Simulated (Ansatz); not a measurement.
# BaTiO3 (Pm-3m): spin-orbit coupling beyond the local functionals

Wanted: gaps of BaTiO3 (Pm-3m) with and without spin-orbit coupling, with cost.

Calculated with Ansatz 0.2.0; density functionals with and without spin-orbit coupling, plane waves, PAW.

**The experiments to reproduce.**

- Gap 3.2 eV: optical gap from first-derivative diffuse reflectance spectrum; UV-vis diffuse reflectance; powder (“Influence of Rapid Heat Treatment on the Photocatalytic Activity and Stability of Barium Titanates Against a Broad Range of Pollutants”, 2024, pmc:11596716).

- Gap 3.28 eV: optical gap from first-derivative diffuse reflectance spectrum; UV-vis diffuse reflectance; powder (commercial cubic reference powder, crystallite size 31.8 nm) (“Influence of Rapid Heat Treatment on the Photocatalytic Activity and Stability of Barium Titanates Against a Broad Range of Pollutants”, 2024, pmc:11596716).

In doubt: the elements are of a kind flagged for part-filled d or f shells, though by formal charges that shell is empty here, so the flag may not apply.

## (1) The starting structure

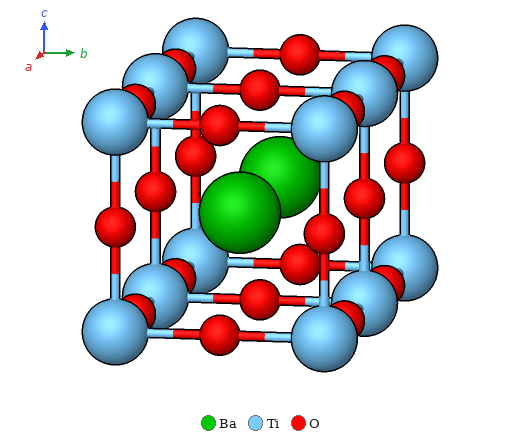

Start, viewed slightly off an axis; barium green, titanium blue, oxygen red. 2×1×1 cells are drawn. Some periodic images of atoms are drawn too.

The cell and positions come from the Crystallography Open Database and are kept as given unless a step says otherwise. Spin-orbit coupling is left out unless a step names it. The default PAW set here is soft_2. Its files were made with PBE.

## (2) HSE06, 4×4×4 mesh

This step: DFT, HSE06, plane waves, PAW.

input.yaml

```yaml
crystal:
  lattice:
    - [4.006, 0.0, 0.0]
    - [0.0, 4.006, 0.0]
    - [0.0, 0.0, 4.006]
  atoms:
    - { symbol: Ba, position: [0.5, 0.5, 0.5] }
    - { symbol: Ti, position: [0.0, 0.0, 0.0] }
    - { symbol: O, position: [0.5, 0.0, 0.0] }
    - { symbol: O, position: [0.0, 0.5, 0.0] }
    - { symbol: O, position: [0.0, 0.0, 0.5] }
kpoints:
  mp_grid: { grid: [4, 4, 4] }
  band_path:
    path: [[0.0, 0.0, 0.0], [0.0, 0.5, 0.0], [0.5, 0.5, 0.0], [0.5, 0.5, 0.5]]
    npoints: 1
hamiltonian:
  xc: hse06
scf:
  occupations: { method: fixed }
  n_extra_bands: 5
output:
  eigenvalues: true
```

Run with:

```console
$ ansatz run input.yaml --threads 3 --pin off --max-ram 92160MiB --backend cuda --events-out ev --progress --plain --runs-dir out --devices 1 --max-vram 13GiB
```

Numbers of over 12 decimals in the logs are rounded to 6 here.

Log:

```text
scf.n_extra_bands = 5 over 20 filled bands (N_el = 40.0): the run solves 25 bands
GPUs: using 1 of 1 available (devices: 1).
Engine: ansatz 0.2.0, x86_64-unknown-linux-gnu
Pseudopotentials: kind: paw
Pseudopotential: Ba, paw, valence charge 10, recommended cutoff 420 eV (normal), Ba.paw.azcp
Pseudopotential: Ti, paw, valence charge 12, recommended cutoff 420 eV (normal), Ti.paw.azcp
Pseudopotential: O, paw, valence charge 6, recommended cutoff 420 eV (normal), O.paw.azcp
Functional definition: HSE06
  parameter a = 0.25
  parameter omega = 0.11/bohr
  exchange = pbe_x - a*pbe_x_sr(omega) + a*exact_x_sr(omega)
  correlation = pbe_c
davidson cushion auto → on  (no smearing: the cushion is to keep the highest requested band from converging to the state above it; pin scf.eigensolver.cushion to override)
device memory: the entry about to start is reckoned to put 0.6 GiB on a device that reports 35.1 GiB free (of which the cap on the GPU budget leaves the run 13.0 GiB)
GPU FFT provider: cuFFT
GPU libraries: cuBLAS 13.8.2, cuFFT 12.4.0, cuSOLVER 12.3.4
Crystal: 5 atoms, lattice volume = 64.288 Å³
Basis set: ecut = 420 eV, 1237 PW (Γ)
Bands: 25, of which v1, the nominal top of the filled ones, is band 20 counted from 1 (19 counted from 0)
Symmetry: 48 space group operations
Space group: Pm-3m (ITA 221), of the structure as read, at distance tolerance 4.0e-5 Å
k-points: 10 of 64
Non-local potential: Ba, projectors of the file, l = 0: 3, l = 1: 2, l = 2: 2, l = 3: 2
Non-local potential: Ti, projectors of the file, l = 0: 3, l = 1: 2, l = 2: 3, l = 3: 1
Non-local potential: O, projectors of the file, l = 0: 2, l = 1: 2, l = 2: 1
PAW form: soft (Blöchl's): semilocal exchange-correlation on the pseudo side does not see the compensation charge
PAW frozen core: Ba, regenerated for the run's functional, and the local potential with it (the file was generated under x = pbe(κ = 0.804, μ = 0.219515), c = pbe(β = 0.066725))
PAW frozen core: Ti, regenerated for the run's functional, and the local potential with it (the file was generated under x = pbe(κ = 0.804, μ = 0.219515), c = pbe(β = 0.066725))
PAW frozen core: O, regenerated for the run's functional, and the local potential with it (the file was generated under x = pbe(κ = 0.804, μ = 0.219515), c = pbe(β = 0.066725))
PAW one-centre angular grid: Ba, 194 points (default); XC on 64 Gauss nodes
PAW one-centre angular grid: Ti, 590 points (default); XC on 64 Gauss nodes
PAW one-centre angular grid: O, 110 points (default); XC on 96 Gauss nodes
Initial density: superposition of atomic densities (neutral atoms: chi_scale 0, normalization atom), corrected by the library's trained network
Initial wavefunctions: pseudopotential atomic-orbital guess
GPU buffer pool allocated for 19683 grid points (all kernels)
[...]
GPU transforms: local potential and band sums: pruned to the plane-wave sphere, on 27×27×27
Exchange kernel: α = 0.2500, screened, ω = 0.2079 Å⁻¹, Wigner–Seitz truncation, v(0) = 1034.9498 eV·Å³, q-mesh 4×4×4, nearest image of the exchange supercell L = 16.02 Å, pair-density grid 20×20×20, without the augmentation charges, whose exchange is taken in its separable form by FFT convolution over the k-point mesh (sized by the pseudopotential files, 27×27×27 at the most), smooth part of the exact exchange by density-matrix convolution in up to 2.44 GiB of GPU memory as planned if the GPU has room (build and FFT work areas not counted)
Frozen-core exchange: fock
SCF iter   1: F=—  HF=-10163.423062 eV  |F-HF|=—  |Δ(HF+E_count)|=         —  Δρ=4.72e-5  dr2=7.71e-7  ethr=1.21e-6  ⟨swp⟩=3.0  Hψ=584  notcnv=0
preconditioner: auto → none  [insulator: Δε(μ)=3.182 eV  Ē_g=13.892 eV  n_scr=18 (ndim 8)  ℏωp=26.2 eV  f_vac=0.000]
SCF iter   2: F=—  HF=-10163.423067 eV  |F-HF|=—  |Δ(HF+E_count)|=   5.44e-6  Δρ=3.32e-5  dr2=2.47e-7  ethr=1.28e-9  ⟨swp⟩=6.3  Hψ=1138  notcnv=0
SCF iter   3: F=-10163.423067 eV  HF=-10163.423067 eV  |F-HF|=1.26e-8  |Δ(HF+E_count)|=   5.32e-8  Δρ=1.39e-5  dr2=5.64e-8  ethr=5.51e-10  ⟨swp⟩=2.2  Hψ=552  notcnv=0
SCF 3 converged in 3 iterations: F = -10163.423067 eV  dr2 = 5.64e-8
hybrid outer 2: dexx = +1.789e-6 eV, tail = 1.90e-7 eV, Δε = 2.64e-3 eV (about 1.30e-4 eV left of the loop's levels)
device memory: the entry about to start is reckoned to put 0.4 GiB on a device that reports 34.8 GiB free (of which the cap on the GPU budget leaves the run 13.0 GiB)
NSCF: frozen V_eff on 4 k-points
hybrid SCF converged: 2 outer / 10 inner (+3 warm-up), last move |dexx| = 1.79e-6 eV, tail = 1.90e-7 eV
Stability not checked: this state was not tested for a lower state beside it, because the functional holds exact exchange (a hybrid, or Hartree-Fock), whose exchange loop this test does not read (fock_operator; see scf.lower_state_search)
Free energy (F): -10163.423067 eV
Frozen-core exchange: fock
Harris-Foulkes:  -10163.423067 eV  (|F-HF|=1.26e-8)
Internal energy: -10163.423067 eV  (E = F + TS)
E sigma→0 (E₀):  -10163.423067 eV
Fermi energy:    9.247644 eV
--- Per-component energies (eV) ---
  E_band       = -225.103206
  E_kinetic    = 971.358573
  E_local      = -2083.810337  (includes V_loc(G=0)·N_el)
  E_nonlocal   = 196.112119
  E_hartree    = 810.608019
  E_xc         = -395.242257
  E_vxc        = -436.286140  (∫ρ·V_xc dr)
  E_exx        = -116.919063  (= α·E_x^exact, valence–valence)
  E_paw        = -6726.731048  (= ΣΔE_a)
  E_vpaw       = -259.863698  (= ΣTr[D̂ρ^β])
  E_aug_tail   = 0.007276  (compensation charges beyond the density's cutoff)
  E_ewald      = -2818.406203
  E_core_change = -0.400145  (= ΣΔE_core)
  E_smearing   = -0.000000  (= −TS)
  E_closure    = -0.000000  (closes the sum)
  Σ components = -10163.423067   (vs F -10163.423067, Δ=1.82e-12)
--- Band table (eV; the first three rows and the last of 10) ---
  k-point 0: bands = [... 16 lower, 8.0600, 9.1551, 9.1551, 9.1551, 12.4299, 12.4299, 12.4299, 14.5312, ... 1 higher]
  k-point 1: bands = [... 16 lower, 7.6576, 7.9805, 8.8008, 8.8008, 12.5010, 13.4420, 13.4420, 14.5353, ... 1 higher]
  k-point 2: bands = [... 16 lower, 7.3422, 7.3422, 8.5215, 8.5215, 12.5753, 14.3261, 14.3261, 14.5389, ... 1 higher]
  k-point 9: bands = [... 16 lower, 6.7723, 9.2476, 9.2476, 9.2476, 15.1268, 15.1268, 15.1268, 17.6580, ... 1 higher]
```

Elapsed: 18 s, on 1 × NVIDIA H100 80GB HBM3 (shared by 6 runs) with 3 threads of AMD EPYC 7R13 (Zen 3), shared host; peak memory 1.1 GiB.

This step gave:

| Property | Result |
| --- | --- |
| gap | 3.182 eV |
| valence top at | R |
| conduction bottom at | Γ |
| least direct gap | 3.275 eV |
| exact-exchange fraction | 0.25 |

The gap is indirect, with the least direct gap 0.09 eV higher.

## (3) HSE06+SOC, 4×4×4 mesh

Spin-orbit coupling can split or shift the edges; a non-collinear run measures by how much.

This step: DFT, HSE06 with spin-orbit coupling, plane waves, PAW.

input.yaml: that of step 2 with these lines changed.

```diff
@@ -20,3 +20,6 @@
   occupations: { method: fixed }
-  n_extra_bands: 5
+  n_extra_bands: 10
+magnetization:
+  noncollinear: true
+  spin_orbit: true
 output:
```

Log:

```text
[...]
GPUs: using 1 of 1 available (devices: 1).
[...]
non-collinear run that drives no moment, with spin-orbit: no starting moment large enough to seed its density (crystal.atoms[].spin), no starting occupations that ask for one, no magnetisation constraint and no magnetic field, so the semilocal B_xc is pinned to zero
[...]
GPU FFT provider: cuFFT
GPU libraries: cuBLAS 13.8.2, cuFFT 12.4.0, cuSOLVER 12.3.4
Crystal: 5 atoms, lattice volume = 64.288 Å³
Basis set: ecut = 420 eV, 1237 PW (Γ)
Bands: 50, of which v1, the nominal top of the filled ones, is band 40 counted from 1 (39 counted from 0)
Symmetry: 48 space group operations + 48 with time reversal
[...]
k-points: 10 of 64
Projection manifold: j_resolved (fully-relativistic pseudo-atomic orbitals)
[...]
GPU buffer pool allocated for 19683 grid points (all kernels)
[...]
SCF iter   1: F=—  HF=-10164.508216 eV  |F-HF|=—  |Δ(HF+E_count)|=         —  Δρ=4.96e-2  dr2=1.80e0  dr2_m=0.00e0 (ungated)  ethr=1.00e-1  |M|=0.00e0 ∫|m|=0.00e0 μB  |m|>n=0.0e0 m-floor=0.0e0 τ_xc=0.0e0  β_m=0.30  ⟨swp⟩=4.0  Hψ=1830  notcnv=0
[...]
SCF iter   6: F=-10164.384707 eV  HF=-10164.384731 eV  |F-HF|=2.43e-5  |Δ(HF+E_count)|=   1.18e-3  Δρ=3.45e-4  dr2=5.56e-5  dr2_m=0.00e0 (ungated)  ethr=3.62e-6  |M|=0.00e0 ∫|m|=0.00e0 μB  |m|>n=0.0e0 m-floor=0.0e0 τ_xc=0.0e0  ⟨swp⟩=4.5  Hψ=1602  notcnv=0  defer=2
SCF 1 stopped early in 6 iterations: F = -10164.384707 eV  dr2 = 5.56e-5
[...]
GPU FFT provider: cuFFT
GPU libraries: cuBLAS 13.8.2, cuFFT 12.4.0, cuSOLVER 12.3.4
Projection manifold: j_resolved (fully-relativistic pseudo-atomic orbitals)
[...]
GPU buffer pool allocated for 19683 grid points (all kernels)
[...]
Frozen-core exchange: fock
SCF iter   1: F=—  HF=-10161.870018 eV  |F-HF|=—  |Δ(HF+E_count)|=         —  Δρ=2.94e-2  dr2=8.52e-1  dr2_m=0.00e0 (ungated)  ethr=1.39e-6  |M|=0.00e0 ∫|m|=0.00e0 μB  |m|>n=0.0e0 m-floor=0.0e0 τ_xc=0.0e0  β_m=0.30  ⟨swp⟩=8.4  Hψ=3020  notcnv=0
[...]
SCF iter   7: F=-10161.683840 eV  HF=-10161.683852 eV  |F-HF|=1.21e-5  |Δ(HF+E_count)|=   1.70e-4  Δρ=1.56e-4  dr2=1.75e-5  dr2_m=0.00e0 (ungated)  ethr=4.51e-7  |M|=0.00e0 ∫|m|=0.00e0 μB  |m|>n=0.0e0 m-floor=0.0e0 τ_xc=0.0e0  ⟨swp⟩=4.0  Hψ=1514  notcnv=0
SCF 2 stopped early in 7 iterations: F = -10161.683840 eV  dr2 = 1.75e-5
hybrid outer 1: dexx = +3.047e-2 eV, tail = 1.33e-4 eV
GPU FFT provider: cuFFT
GPU libraries: cuBLAS 13.8.2, cuFFT 12.4.0, cuSOLVER 12.3.4
Projection manifold: j_resolved (fully-relativistic pseudo-atomic orbitals)
GPU buffer pool allocated for 19683 grid points (all kernels)
[...]
Frozen-core exchange: fock
SCF iter   1: F=—  HF=-10161.682809 eV  |F-HF|=—  |Δ(HF+E_count)|=         —  Δρ=7.77e-5  dr2=1.73e-6  dr2_m=0.00e0 (ungated)  ethr=1.66e-6  |M|=0.00e0 ∫|m|=0.00e0 μB  |m|>n=0.0e0 m-floor=0.0e0 τ_xc=0.0e0  β_m=0.30  ⟨swp⟩=3.0  Hψ=1168  notcnv=0
[...]
SCF iter   4: F=-10161.682815 eV  HF=-10161.682815 eV  |F-HF|=5.76e-9  |Δ(HF+E_count)|=   5.73e-8  Δρ=3.46e-6  dr2=2.83e-8  dr2_m=0.00e0 (ungated)  ethr=3.45e-10  |M|=0.00e0 ∫|m|=0.00e0 μB  |m|>n=0.0e0 m-floor=0.0e0 τ_xc=0.0e0  ⟨swp⟩=3.1  Hψ=1144  notcnv=0
SCF 3 converged in 4 iterations: F = -10161.682815 eV  dr2 = 2.83e-8
[...]
NSCF: frozen V_eff on 4 k-points
[...]
Magnetization: |M| = 0.0000 μB,  M = (+0.0000, +0.0000, +0.0000) μB
Absolute magnetization: 0.0000 μB (∫|m|)
  site 0: m = (+0.0000, +0.0000, +0.0000) μB, |m| = 0.0000 μB  (R = 1.17 Å)
  site 1: m = (+0.0000, +0.0000, +0.0000) μB, |m| = 0.0000 μB  (R = 0.83 Å)
  site 2: m = (+0.0000, +0.0000, +0.0000) μB, |m| = 0.0000 μB  (R = 0.83 Å)
  site 3: m = (+0.0000, +0.0000, +0.0000) μB, |m| = 0.0000 μB  (R = 0.83 Å)
  site 4: m = (+0.0000, +0.0000, +0.0000) μB, |m| = 0.0000 μB  (R = 0.83 Å)
Free energy (F): -10161.682815 eV
Frozen-core exchange: fock
[...]
Internal energy: -10161.682815 eV  (E = F + TS)
E sigma→0 (E₀):  -10161.682815 eV
Fermi energy:    9.253829 eV
[...]
--- Band table (eV; the first three rows and the last of 10) ---
  k-point 0: bands = [... 36 lower, 9.2107, 9.2107, 9.2107, 9.2107, 12.4173, 12.4173, 12.4173, 12.4173, ... 6 higher]
  k-point 1: bands = [... 36 lower, 8.7640, 8.7640, 8.8415, 8.8415, 12.4995, 12.4995, 13.4283, 13.4283, ... 6 higher]
  k-point 2: bands = [... 36 lower, 8.4996, 8.4996, 8.5411, 8.5411, 12.5738, 12.5738, 14.3110, 14.3110, ... 6 higher]
  k-point 9: bands = [... 36 lower, 9.2538, 9.2538, 9.2538, 9.2538, 15.1202, 15.1202, 15.1202, 15.1202, ... 6 higher]
```

Elapsed: 39 s, on 1 × NVIDIA H100 80GB HBM3 (shared by 6 runs) with 3 threads; peak memory 1.7 GiB; 75 s of CPU time.

This step gave:

```yaml
gap: 3.163 eV
valence_top_at: R
conduction_bottom_at: Γ
least_direct_gap: 3.207 eV
exact_exchange_fraction: 0.25
```

The gap stands −0.02 eV against HSE06.

## (4) Together

Times are wall times on 1 × NVIDIA H100 80GB HBM3 (shared by 6 runs) with 3 threads of AMD EPYC 7R13 (Zen 3), shared host, good to a factor of about two.

```
level  gap (eV)  with coupling (eV)  change (eV)  time  with coupling
HSE06      3.18                3.16        −0.02  18 s           39 s
```

## (5) Results

```
HSE06     : 3.18 eV
HSE06+SOC : 3.16 eV
```

Spin-orbit coupling changes the gap by −0.02 eV and the least direct gap by −0.07 eV. Against experiment, by HSE06+SOC: the gap of 3.16 eV lies −0.04 eV from the measured 3.2 eV (optical, 2024); the gap of 3.16 eV lies −0.12 eV from the measured 3.28 eV (optical, 2024). An exciton line or allowed optical edge lies below the quasiparticle gap by the binding energy; a forbidden edge can push the onset above it. The lattice is static and excitons are left out.

[Paths, hosts, dates, memory and timing lines, banners, echoed tables and standing remarks are left out of the program output.]

[Logs are printed without paths, hosts, clocks, repeated set-up lines and the standing remarks that a program may print on its own settings, such as how far it seeks lower states.]

[Runs of the session that timed out or met a known fault of the program may be left out.]

[Cells called generated may have been cut or substituted from an entry of the Crystallography Open Database or the Materials Project.]

[Hosts, paths, dates, database ids (printed as entryN), source tags and the programs' standing remarks are cut or masked in the printed files.]
